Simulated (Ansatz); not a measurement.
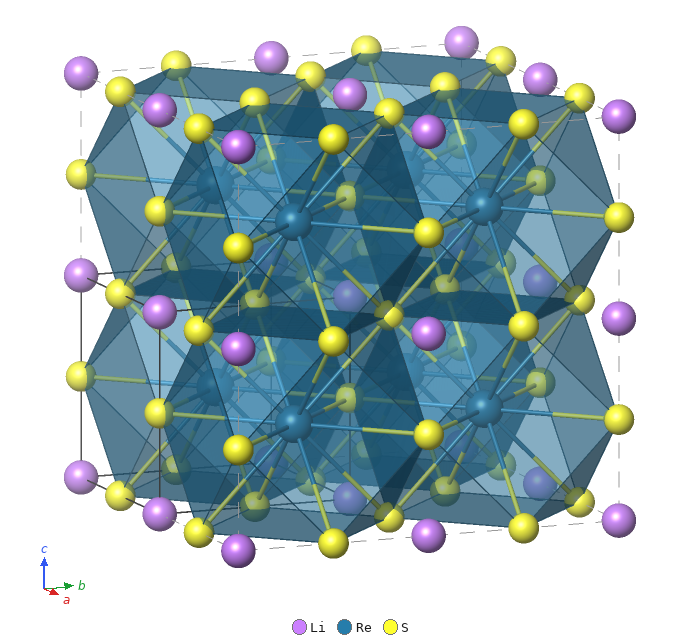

Polyhedra are drawn about Re (bonds: Re–S below 3.4 Å); other atoms are plain spheres.

System LiReS3 (space group Pm-3m, No. 221); source of the atomic positions: the end point of a relaxation with Ansatz, DFT PBE, scalar-relativistic, plane waves, PAW; the starting structure was generated, so it need not be a known form of this composition.

Sharing among the drawn polyhedra:

| site | polyhedron | corner-sharing neighbours | edge-sharing | face-sharing | bond (Å) |
| --- | --- | --- | --- | --- | --- |
| Re | ReS12 cuboctahedron | 12 | 0 | 6 | 3.02 |

They form a three-dimensional framework of corner- and face-sharing cuboctahedra.
